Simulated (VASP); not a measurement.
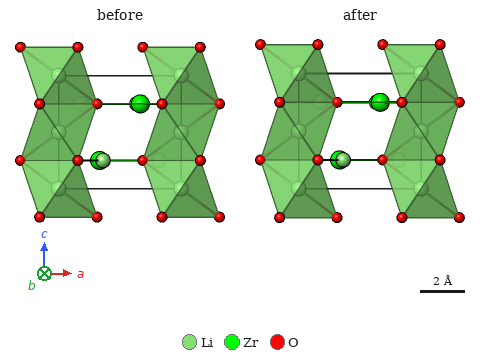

The structure of crystalline Li$_{4}$ZrO$_{3}$ (a generated structure, set up in P6_3/mmc) before (left) and after (right) a relaxation, at one scale.

The picture is a polyhedral view of the cell of the calculation, seen along the b axis.

The run lets cell and atoms move.

Theory: VASP 6.6.1, Kohn-Sham DFT of a periodic cell, PBE, VASP PAW PBE potentials, recommended.

Input file:
```
PREC = Accurate
ENCUT = 520
EDIFF = 1E-6
ISMEAR = 0
SIGMA = 0.03
LREAL = F
LASPH = T
NELM = 120
ALGO = Normal
ISIF = 3
LWAVE = F
LCHARG = F
GGA = PE
IBRION = 2
NSW = 90
EDIFFG = -0.01
KPAR = 4
```

Command:
```bash
cat potpaw_PBE.64/Li_sv/POTCAR potpaw_PBE.64/Zr_sv/POTCAR potpaw_PBE.64/O/POTCAR > POTCAR
mpirun -np 4 vasp_std > vasp.out
```

Q: Summarise the run.

A: After 8 geometry steps the energy has fallen by 11.4 meV per cell of the calculation. The largest force component goes from 0.053 to 0.0071 eV/Å. The pressure goes from 0.52 to 0.04 GPa. The largest moves relative to the cell, 0.010 Å, are those of Li atoms. O and Zr stay in place. The drawn cell changes as follows: a = b 6.488 → 6.481 Å (−0.1 %), c 5.198 → 5.294 Å (+1.8 %); the volume changes by +1.6 %. Among the contacts that change: Li–Li 2.410 → 2.430 Å, Li–O 2.185 → 2.198 Å, Li–O 1.908 → 1.912 Å. The space group stays P6_3/mmc (No. 194).
